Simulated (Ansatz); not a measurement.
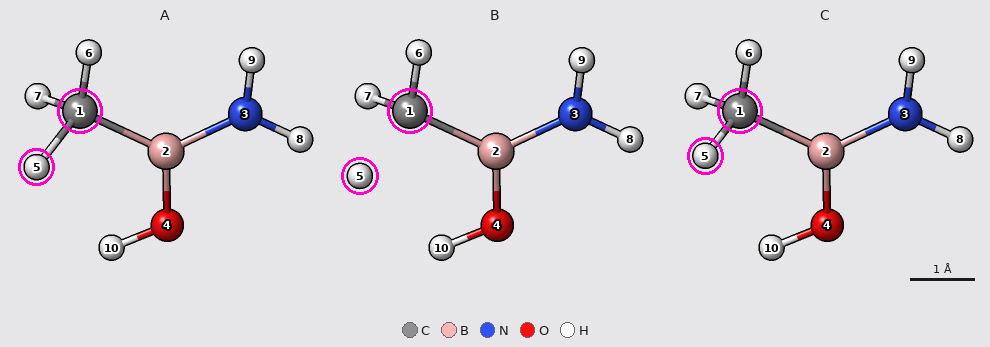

Energy scan for CH6BNO, in which the C1–H5 distance is varied, with the rest of the molecule carried along rigidly. Style: ball-and-stick. Shown at a tilt. The ringed atoms are those of the scanned coordinate.

Single-point energies from Ansatz with wB97M-V in the def2-TZVPP basis, on geometries moved rigidly from the minimum at PBE0-D4/def2-TZVP. Energies are counted from the PBE0-D4/def2-TZVP minimum geometry at the same level.

Rank the frames from lowest to highest energy.

Lowest first: C (the distance 1.095 Å, 0.0 kJ/mol), A (the distance 1.373 Å, 76.1 kJ/mol), B (the distance 1.588 Å, 172.8 kJ/mol). Over the whole scan: the lowest computed point lies at the distance 1.091 Å (0.0 kJ/mol). At the ends of the scan the energy is 89.2 kJ/mol (0.898 Å) and 172.8 kJ/mol (1.588 Å). The curvature at the lowest point is about 34 eV/Å² (5.4 mdyn/Å). The well is steeper on the short side, as for any bond.
